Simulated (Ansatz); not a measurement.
The relaxed structure here is a generated cell of TaSi2: the first start was made by a random draw of sites in a space group, and the end was not matched to a known phase here, so it may be hypothetical. Known forms of TaSi2 include space group No. 181.

The end point of a relaxation of TaSi₂. Space group R-3m (No. 166). Level of theory: PBE (plane waves to 420 eV, PAW, scalar-relativistic; Ansatz, a first-principles code).

Space group R-3m, hexagonal axes (No. 166); a = b = 4.706 Å, c = 7.559 Å, α = β = 90.00°, γ = 120.00°

```csv
atom,site,symmetry,x,y,z
Si,6c,3m,0.0000,0.0000,0.3445
Ta,3a,-3m,0.0000,0.0000,0.0000
```
(The calculation used a cell of 3 atoms; values per cell refer to that cell.)

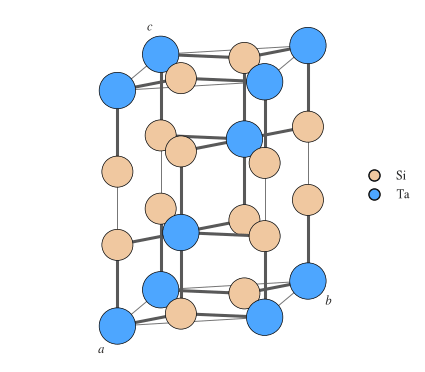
Fig. 1. The conventional cell of the relaxed structure

| Quantity | Value |
|---|---|
| Volume per atom | 16.11 Å³ |
| Band gap | no gap (metallic) |
| Shortest distances | Si–Si 2.35 Å; Si–Ta 2.60 Å |
| k-mesh | 13×13×13 |

Band energies at high-symmetry points (eV from the Fermi level; labels of this space group; no spin-orbit coupling), from −5 eV up to 1.2 eV:

```tsv
point	energies
Γ	-3.92 -3.92 -2.31 -2.04 0.37 0.37 0.60 0.60
T	-3.78 -0.02 -0.02 0.33
H2	-4.75 -2.20 -1.98 -0.22 0.96
H0	-4.75 -2.20 -1.98 -0.22 0.96
L	-2.59 -2.07 -1.34 -1.19 -1.01 -0.66
S0	-4.16 -2.16 -0.69
S2	-4.16 -2.16 -0.69
F	-4.69 -2.62 -0.56
```

No spin polarisation in the result. The relaxed primitive cell holds an odd number of electrons. A magnetic state may lie lower.

The run could not lower the symmetry of its start; a shaken copy of this end point relaxes with PBE to I4/mmm (No. 139), 0.67 eV/atom lower.
